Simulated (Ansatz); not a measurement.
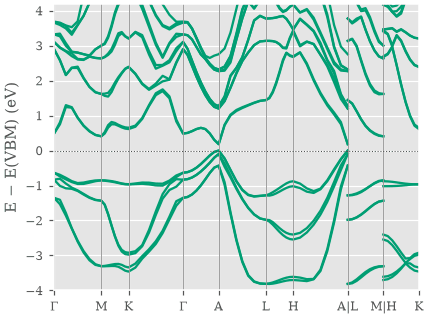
*Band structure from PBEsol with spin–orbit coupling (plane waves, PAW; program Ansatz)*

Problem. Read off the gap and where the band edges lie.

Solution. About 0.2 eV (0.18 eV by a search for the band edges); maximum at A, minimum at A.

The material is BaGaSnH in space group P3m1 (No. 156; Ba on 1b, Ga on 1a, Sn on 1c, H on 1a).

The first step of the workflow began from a Materials Project structure, measured or hypothetical; the Crystallography Open Database files this formula in space group No. 156, but the cells were not matched. Its standing as an ambient phase is unchecked. The cell was relaxed with PBEsol under the symmetry of its start; whether a distortion lowers the energy is not shown.

Potentials: the later of the program's two PAW sets.
